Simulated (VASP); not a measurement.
# A VASP study of BaFeO3 (PBEsol + U): structure first, properties next, part 4 of 9

Wanted: the relaxed cell of BaFeO3 and its properties. Left out of this account: 1 further run (relaxation: a spoilt try). The start is a cell from a database of measured crystal structures.

VASP 6.6.1, plane waves and PAW; the level of theory is named at each step.

So far, moment of the cell, from the last line of the log (μB): step 2 (magnetic order: ferromagnetic) 4.12.

The database entry behind the starting cell differs from later determinations by our own check (an axis about 1.3 % long against later determinations), so it need not match the best structure at ambient conditions.

## (5) Magnetic order: antiferromagnetic, q = (1/2, 1/2, 0)

Level of this step: PBEsol, DFT+U (Fe d 3 eV), spin-polarised from an antiferromagnetic start; plane waves and PAW (Ba_sv, Fe, O) (VASP).

Next, a pattern with opposite moments, which needs a doubled cell; q is given in the reciprocal vectors of the primitive cell.

INCAR reads:

```
SYSTEM = BaFeO3
PREC = Accurate
ENCUT = 520
EDIFF = 1E-06
NELM = 100
ISMEAR = 0
SIGMA = 0.05
LREAL = .FALSE.
ALGO = Normal
GGA = PS
NBANDS = 51
ISPIN = 2
MAGMOM = 0 0 3 -3 0 0 0 0 0 0
LDAU = .TRUE.
LDAUTYPE = 2
LDAUL = -1 2 -1
LDAUU = 0 3 0
LDAUJ = 0 0 0
LDAUPRINT = 1
LASPH = .TRUE.
LMAXMIX = 4
LORBIT = 11
LWAVE = .FALSE.
LCHARG = .FALSE.
KPAR = 8
ISIF = 2
```

POSCAR reads:

```
BaFeO3
1.0
    8.0400000000      0.0000000000      0.0000000000
    4.0200000000      4.0200000000      0.0000000000
    0.0000000000      0.0000000000      4.0200000000
Ba Fe O
2 2 6
Direct
    0.0000000000      0.0000000000      0.0000000000
    0.5000000000      0.0000000000      0.0000000000
    0.0000000000      0.5000000000      0.5000000000
    0.5000000000      0.5000000000      0.5000000000
    0.0000000000      0.5000000000      0.0000000000
    0.5000000000      0.5000000000      0.0000000000
    0.7500000000      0.5000000000      0.5000000000
    0.2500000000      0.5000000000      0.5000000000
    0.2500000000      0.0000000000      0.5000000000
    0.7500000000      0.0000000000      0.5000000000
```

KPOINTS reads:

```
Automatic mesh
0
Gamma
6 6 6
0 0 0
```

PAW data sets: Ba_sv, Fe and O (PBE family, release 64).

Run with:

```
> mpirun -np 8 vasp_std
```

The log of the run:

```text
[... set-up lines as in an earlier step ...]
 entering main loop
       N       E                     dE             d eps       ncg     rms          rms(c)
DAV:   1     0.795781793583E+03    0.79578E+03   -0.33069E+04  8160   0.148E+03
DAV:   2     0.201815995884E+02   -0.77560E+03   -0.70962E+03  8717   0.395E+02
DAV:   3    -0.858258952421E+02   -0.10601E+03   -0.10250E+03 10081   0.163E+02
DAV:   4    -0.913527434413E+02   -0.55268E+01   -0.54799E+01 11615   0.374E+01
DAV:   5    -0.915878776104E+02   -0.23513E+00   -0.23474E+00 12418   0.653E+00    0.396E+01
DAV:   6    -0.927163420396E+02   -0.11285E+01   -0.13906E+02 11553   0.110E+02    0.984E+01
DAV:   7    -0.684521066704E+02    0.24264E+02   -0.77762E+01 10372   0.148E+02    0.167E+01
DAV:   8    -0.685215491007E+02   -0.69442E-01   -0.10707E+01 12549   0.354E+01    0.109E+01
DAV:   9    -0.686971785188E+02   -0.17563E+00   -0.17024E+00 12882   0.164E+01    0.104E+01
DAV:  10    -0.686613827984E+02    0.35796E-01   -0.42980E-01 10700   0.383E+00    0.742E+00
DAV:  11    -0.686407691739E+02    0.20614E-01   -0.62826E-02 10802   0.275E+00    0.475E+00
DAV:  12    -0.685968762355E+02    0.43893E-01   -0.11103E-01 10760   0.433E+00    0.178E+00
DAV:  13    -0.685872521667E+02    0.96241E-02   -0.42638E-02 12042   0.222E+00    0.684E-01
DAV:  14    -0.685880590879E+02   -0.80692E-03   -0.74456E-03 10878   0.418E-01    0.443E-01
DAV:  15    -0.685880592664E+02   -0.17847E-06   -0.44913E-03 10268   0.826E-01    0.150E-01
DAV:  16    -0.685880332802E+02    0.25986E-04   -0.61705E-04 11308   0.144E-01    0.135E-01
DAV:  17    -0.685880099382E+02    0.23342E-04   -0.14843E-04 10733   0.142E-01    0.424E-02
DAV:  18    -0.685880110544E+02   -0.11163E-05   -0.25010E-05 12162   0.466E-02    0.121E-02
DAV:  19    -0.685880116211E+02   -0.56665E-06   -0.34343E-06  8245   0.170E-02
   1 F= -.68588012E+02 E0= -.68584739E+02  d E =-.654498E-02  mag=    -0.0000
```

Run time: 61 s. Hardware: 8 MPI ranks of Intel Xeon 6975P-C (Granite Rapids), shared host; peak memory 4.7 GiB; 7.9 min of CPU time.

OUTCAR, selected parts (step 5):

```text
   k-points           NKPTS =     40   k-points in BZ     NKDIM =     40   number of bands    NBANDS=     51

   ENCUT  =  520.0 eV  38.22 Ry    6.18 a.u.  14.95 10.57  7.47*2*pi/ulx,y,z

   NELECT =      72.0000    total number of electrons

atom =   3  type =  2  l = 2

 onsite density matrix

spin component  1

  0.9747 -0.0000 -0.0000  0.0000 -0.0000
 -0.0000  0.9759 -0.0000 -0.0000 -0.0000
 -0.0000 -0.0000  0.8830  0.0000  0.0000
  0.0000 -0.0000  0.0000  0.9759 -0.0000
 -0.0000 -0.0000  0.0000 -0.0000  0.9432

spin component  2

  0.1440  0.0000  0.0000 -0.0000  0.0000
  0.0000  0.1520 -0.0000  0.0000  0.0000
  0.0000 -0.0000  0.3143  0.0000 -0.0000
 -0.0000  0.0000  0.0000  0.1520  0.0000
  0.0000  0.0000 -0.0000  0.0000  0.3610

 occupancies and eigenvectors

  o =  0.1440  v =  0.0000  0.0000  0.0000  0.0000  0.0000  1.0000  0.0000  0.0000  0.0000  0.0000      0.0000  0.0000  0.0000  0.0000  0.0000  0.0000  0.0000  0.0000  0.0000  0.0000
  o =  0.1520  v =  0.0000  0.0000  0.0000  0.0000  0.0000  0.0000 -0.9999 -0.0000 -0.0146  0.0000      0.0000  0.0000  0.0000  0.0000  0.0000  0.0000  0.0000  0.0000  0.0000  0.0000
  o =  0.1520  v =  0.0000  0.0000  0.0000  0.0000  0.0000  0.0000  0.0146 -0.0000 -0.9999  0.0000      0.0000  0.0000  0.0000  0.0000  0.0000  0.0000  0.0000  0.0000  0.0000  0.0000
  o =  0.3143  v =  0.0000  0.0000  0.0000  0.0000  0.0000  0.0000 -0.0000  1.0000 -0.0000  0.0000      0.0000  0.0000  0.0000  0.0000  0.0000  0.0000  0.0000  0.0000  0.0000  0.0000
  o =  0.3610  v =  0.0000  0.0000  0.0000  0.0000  0.0000  0.0000 -0.0000  0.0000 -0.0000 -1.0000      0.0000  0.0000  0.0000  0.0000  0.0000  0.0000  0.0000  0.0000  0.0000  0.0000
  o =  0.8830  v =  0.0000  0.0000  1.0000 -0.0000 -0.0000  0.0000  0.0000  0.0000  0.0000  0.0000      0.0000  0.0000  0.0000  0.0000  0.0000  0.0000  0.0000  0.0000  0.0000  0.0000
  o =  0.9432  v =  0.0000  0.0000 -0.0000  0.0000 -1.0000  0.0000  0.0000  0.0000  0.0000  0.0000      0.0000  0.0000  0.0000  0.0000  0.0000  0.0000  0.0000  0.0000  0.0000  0.0000
  o =  0.9747  v =  1.0000  0.0000  0.0000  0.0000  0.0000  0.0000  0.0000  0.0000  0.0000  0.0000      0.0000  0.0000  0.0000  0.0000  0.0000  0.0000  0.0000  0.0000  0.0000  0.0000
  o =  0.9759  v =  0.0000  0.0838 -0.0000 -0.9965 -0.0000  0.0000  0.0000  0.0000  0.0000  0.0000      0.0000  0.0000  0.0000  0.0000  0.0000  0.0000  0.0000  0.0000  0.0000  0.0000
  o =  0.9759  v =  0.0000 -0.9965  0.0000 -0.0838 -0.0000  0.0000  0.0000  0.0000  0.0000  0.0000      0.0000  0.0000  0.0000  0.0000  0.0000  0.0000  0.0000  0.0000  0.0000  0.0000

atom =   4  type =  2  l = 2

 onsite density matrix

spin component  1

  0.1440 -0.0000  0.0000 -0.0000  0.0000
 -0.0000  0.1520 -0.0000  0.0000  0.0000
  0.0000 -0.0000  0.3143 -0.0000 -0.0000
 -0.0000  0.0000 -0.0000  0.1520 -0.0000
  0.0000  0.0000 -0.0000 -0.0000  0.3610

spin component  2

  0.9747  0.0000 -0.0000 -0.0000 -0.0000
  0.0000  0.9759  0.0000 -0.0000 -0.0000
 -0.0000  0.0000  0.8830  0.0000 -0.0000
 -0.0000 -0.0000  0.0000  0.9759  0.0000
 -0.0000 -0.0000 -0.0000  0.0000  0.9432

 occupancies and eigenvectors

  o =  0.1440  v =  1.0000  0.0000  0.0000  0.0000  0.0000  0.0000  0.0000  0.0000  0.0000  0.0000      0.0000  0.0000  0.0000  0.0000  0.0000  0.0000  0.0000  0.0000  0.0000  0.0000
  o =  0.1520  v =  0.0000  0.0110  0.0000 -0.9999 -0.0000  0.0000  0.0000  0.0000  0.0000  0.0000      0.0000  0.0000  0.0000  0.0000  0.0000  0.0000  0.0000  0.0000  0.0000  0.0000
  o =  0.1520  v =  0.0000  0.9999  0.0000  0.0110 -0.0000  0.0000  0.0000  0.0000  0.0000  0.0000      0.0000  0.0000  0.0000  0.0000  0.0000  0.0000  0.0000  0.0000  0.0000  0.0000
  o =  0.3143  v =  0.0000 -0.0000  1.0000  0.0000 -0.0000  0.0000  0.0000  0.0000  0.0000  0.0000      0.0000  0.0000  0.0000  0.0000  0.0000  0.0000  0.0000  0.0000  0.0000  0.0000
  o =  0.3610  v =  0.0000 -0.0000 -0.0000  0.0000 -1.0000  0.0000  0.0000  0.0000  0.0000  0.0000      0.0000  0.0000  0.0000  0.0000  0.0000  0.0000  0.0000  0.0000  0.0000  0.0000
  o =  0.8830  v =  0.0000  0.0000  0.0000  0.0000  0.0000  0.0000 -0.0000 -1.0000 -0.0000  0.0000      0.0000  0.0000  0.0000  0.0000  0.0000  0.0000  0.0000  0.0000  0.0000  0.0000
  o =  0.9432  v =  0.0000  0.0000  0.0000  0.0000  0.0000  0.0000  0.0000  0.0000 -0.0000  1.0000      0.0000  0.0000  0.0000  0.0000  0.0000  0.0000  0.0000  0.0000  0.0000  0.0000
  o =  0.9747  v =  0.0000  0.0000  0.0000  0.0000  0.0000  1.0000  0.0000  0.0000  0.0000  0.0000      0.0000  0.0000  0.0000  0.0000  0.0000  0.0000  0.0000  0.0000  0.0000  0.0000
  o =  0.9759  v =  0.0000  0.0000  0.0000  0.0000  0.0000  0.0000 -0.0266  0.0000 -0.9996 -0.0000      0.0000  0.0000  0.0000  0.0000  0.0000  0.0000  0.0000  0.0000  0.0000  0.0000
  o =  0.9759  v =  0.0000  0.0000  0.0000  0.0000  0.0000  0.0000 -0.9996 -0.0000  0.0266  0.0000      0.0000  0.0000  0.0000  0.0000  0.0000  0.0000  0.0000  0.0000  0.0000  0.0000

 E-fermi :   2.2808

 spin component 1
 k-point     1 :       0.0000    0.0000    0.0000
  band No.  band energies     occupation
    ...
     33       1.4644      1.00000
     34       2.1114      1.00000
     35       2.1306      0.99999
     36       2.1307      0.99999
     37       2.2633      0.68981
     38       3.8891      0.00000
     39       3.8891      0.00000
     40       3.9014      0.00000
     41       4.0948      0.00000
     42       5.9400      0.00000
    ...

 k-point     2 :       0.1667    0.0000    0.0000
  band No.  band energies     occupation
    ...
     32       1.3002      1.00000
     33       1.4575      1.00000
     34       1.8587      1.00000
     35       2.0478      1.00000
     36       2.1791      0.99799
     37       2.2997      0.29690
     38       3.8885      0.00000
     39       3.9087      0.00000
     40       3.9314      0.00000
     41       4.1349      0.00000
    ...

  Total       -5.5941181     -5.5941181     -6.5413327      0.0000000     -0.0000000     -0.0000000
  in kB      -68.9817265    -68.9817265    -80.6619405      0.0000000     -0.0000000     -0.0000000
  external PRESSURE =     -72.8751312 kB  Pullay stress =       0.0000000 kB

 POSITION                                       TOTAL-FORCE (eV/Angst)
 -----------------------------------------------------------------------------------
      0.00000      0.00000      0.00000        -0.000000     -0.000000     -0.000000
      4.02000      0.00000      0.00000        -0.000000     -0.000000     -0.000000
      2.01000      2.01000      2.01000         0.000000     -0.000000     -0.000000
      6.03000      2.01000      2.01000         0.000000     -0.000000     -0.000000
      2.01000      2.01000      0.00000        -0.000000      0.000000     -0.000000
      6.03000      2.01000      0.00000        -0.000000     -0.000000     -0.000000
      8.04000      2.01000      2.01000        -0.000000     -0.000000     -0.000000
      4.02000      2.01000      2.01000         0.000000      0.000000      0.000000
      2.01000      0.00000      2.01000         0.000000      0.000000     -0.000000
      6.03000      0.00000      2.01000         0.000000      0.000000      0.000000
 -----------------------------------------------------------------------------------
    total drift:                                0.000000     -0.000000     -0.000000

  FREE ENERGIE OF THE ION-ELECTRON SYSTEM (eV)
  ---------------------------------------------------
  free  energy   TOTEN  =       -68.5880116211 eV

  energy  without entropy=      -68.5814666446  energy(sigma->0) =      -68.58473913

 magnetization (x)
# of ion       s       p       d       tot
------------------------------------------
    1        0.000   0.000   0.000   0.000
    2        0.000   0.000   0.000   0.000
    3        0.010   0.021   3.628   3.659
    4       -0.010  -0.021  -3.628  -3.659
    5        0.010   0.096   0.000   0.106
    6       -0.010  -0.096   0.000  -0.106
    7        0.000   0.000   0.000   0.000
    8        0.000   0.000   0.000   0.000
    9        0.000   0.000   0.000   0.000
   10        0.000   0.000   0.000   0.000
--------------------------------------------------
tot          0.000   0.000   0.000   0.000

[... 1 part as in an earlier step ...]

[... 14 further parts left out ...]
```

At this level the cell is under a tension of 7.3 GPa, so at these settings it is away from equilibrium.

This step gave:

```yaml
scf_cycles: 19
irreducible_k_points: 40
symmetry_operations: 16
free_energy_toten: -68.5880 eV
energy_at_zero_smearing: -68.5847 eV
fermi_energy: 2.281 eV
pressure: -7.288 GPa
```

Spin moment in the PAW sphere by atom:

```
atom  spin moment in the PAW sphere (μB)
 Ba1                                0.00
 Ba2                                0.00
 Fe3                                3.66
 Fe4                               -3.66
  O5                                0.11
  O6                               -0.11
  O7                                0.00
  O8                                0.00
  O9                                0.00
 O10                                0.00
```

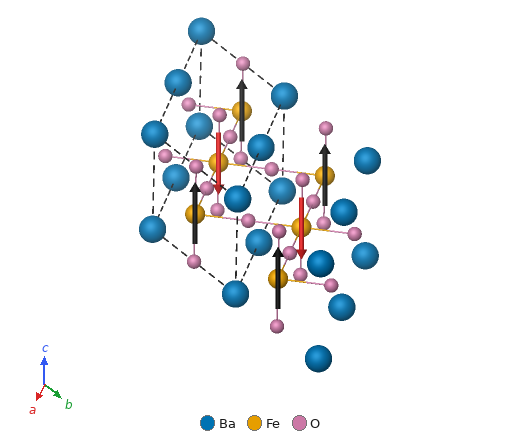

Spin moment in the PAW sphere as arrows, the longest 3.66 μB. Up and down stand for the sign. Arrows give size and sign along the axis of quantisation, drawn up and down the page. The two directions have two colours. 1×2×1 cells are drawn. Some periodic images of atoms are drawn too.

The energy lies +21.8 meV an atom from the first pattern. The run ends antiferromagnetic with a largest moment of 3.66 μB, and the mesh shows no gap.

## (6) The orders side by side

This step: collinear orders at PBEsol, DFT+U (Fe d 3 eV); plane waves and PAW (VASP 6.6.1).

This step runs nothing: it gathers the runs above.

Patterns, by row:

```
                                 start  atoms  energy less that of the first (meV/atom)  largest site moment (μB)          end state
                         ferromagnetic      5                                         0                      3.69      ferromagnetic
    antiferromagnetic, q = (0, 0, 1/2)     10                                        11                      3.66  antiferromagnetic
antiferromagnetic, q = (1/2, 1/2, 1/2)     10                                      37.2                      3.66  antiferromagnetic
  antiferromagnetic, q = (1/2, 1/2, 0)     10                                      21.8                      3.66  antiferromagnetic
```

The session goes on in the lowest magnetic state found: ferromagnetic. The next one lies 11.0 meV an atom higher.

(Continued in part 5 of 9.)

[Lines on the potential files, build, host, timing and source positions are cut from VASP's logs without a mark.]

[Logs are printed without paths, hosts, clocks, repeated set-up lines and the standing remarks that a program may print on its own settings, such as how far it seeks lower states.]

[Hosts, paths, dates, database ids (printed as entryN), source tags and the programs' standing remarks are cut or masked in the printed files.]

[A measured line is paired with the nearest computed mode of its activity, which favours agreement.]
